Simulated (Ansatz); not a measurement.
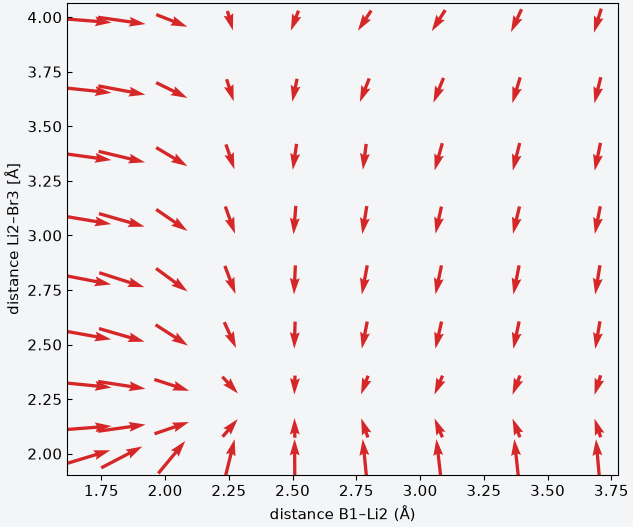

The system B + LiBr, spin multiplicity 2. The first coordinate is: distance B1–Li2; the second: distance Li2–Br3. Nothing is relaxed (the angle B1–Li2–Br3 is fixed at 180 degrees). The grid has 9 × 9 points. Computed with UKS PBE0-D4/def2-SVPD (Ansatz 0.2.0).

The picture shows arrows along the force (downhill), their lengths compressed.

The arrows alone are given. Where is the energy lowest?

Answer. The arrows converge at about distance B1–Li2 = 2.491 Å, distance Li2–Br3 = 2.201 Å (read from the interpolated surface).

The energy map of the same scan:

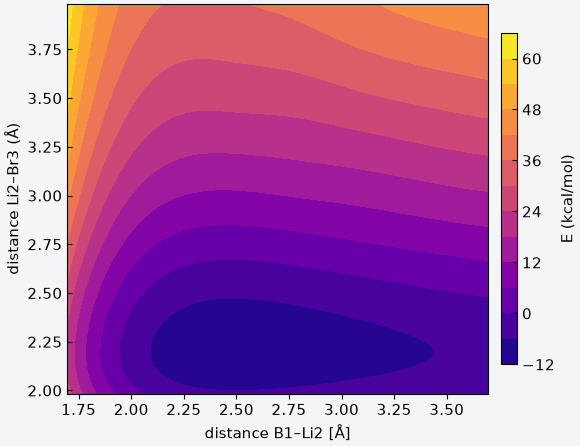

Energies are in kcal/mol, from B far from the relaxed LiBr (each part in its own basis); between grid points the surface is interpolated.
